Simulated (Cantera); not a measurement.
Charge: 1 mol Ta(OEt)₅, a varied amount of O₂, equilibrated at 1048 K and 1000 Pa.

Method: chemical equilibrium by Gibbs-energy minimisation in Cantera with the NASA 1993 tables (ideal gas, pure condensed phases). Candidate condensed phases: C, C₆H₆, C₇H₈, C₈H₁₈, H₂O, Ta, TaC, Ta₂O₅; 113 gas species. The feed counts by its element totals alone. Rates play no part.

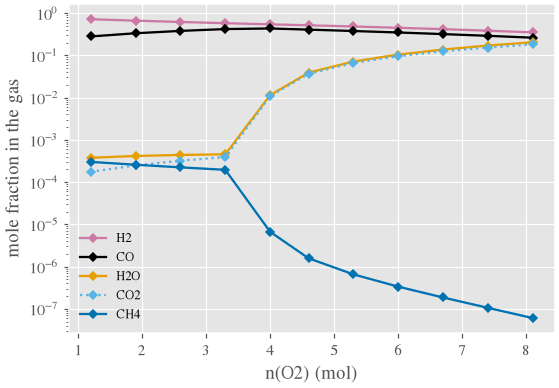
Figure: Equilibrium gas composition (values under 1e-9 drawn at 1e-9)

From 1.2 mol O₂ to 3.3 mol O₂ the condensed part is C(graphite) + Ta₂O₅(s). From 4 mol O₂ to 8.1 mol O₂ the condensed part is Ta₂O₅(s).
